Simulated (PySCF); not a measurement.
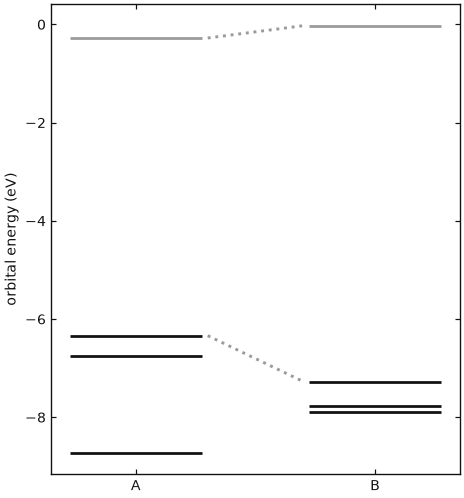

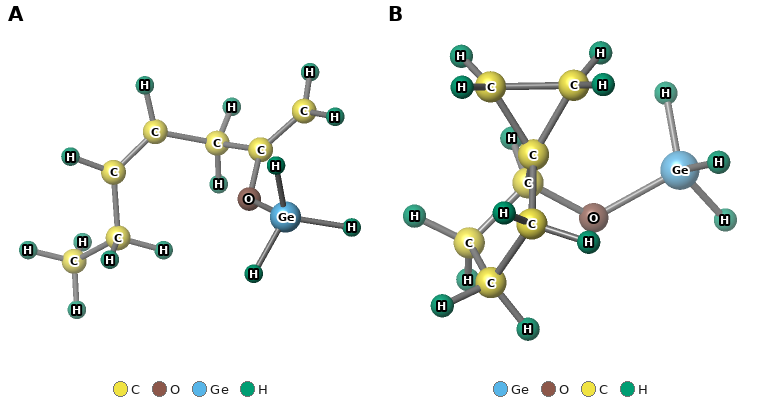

Related molecules: A is C₇H₁₄GeO, SMILES C=C(C/C=C\CC)[O][GeH3], singlet; B is C₇H₁₄GeO, SMILES [GeH3][O][C@H]1CCCC12CC2, singlet. Frontier orbital energies, B3LYP/def2-SVPD with PySCF 2.14.0, at a PBE0-D3(BJ)/def2-SVP geometry (no frequency check); drawn are at most three filled levels and, in grey, the LUMO with any level within 0.03 eV of it; dotted lines join the HOMOs and the LUMOs.

What does the change do to the frontier levels?

From A to B the HOMO falls by 0.94 eV and the LUMO rises by 0.25 eV, so the separation goes from 6.06 to 7.25 eV.

Does the ΔSCF ionisation energy follow the HOMO?

A: −ε(HOMO) 6.34, ΔSCF 8.29 eV; B: −ε(HOMO) 7.27, ΔSCF 9.14 eV.

Caveats, for all or some of the runs: one conformer of a flexible molecule.
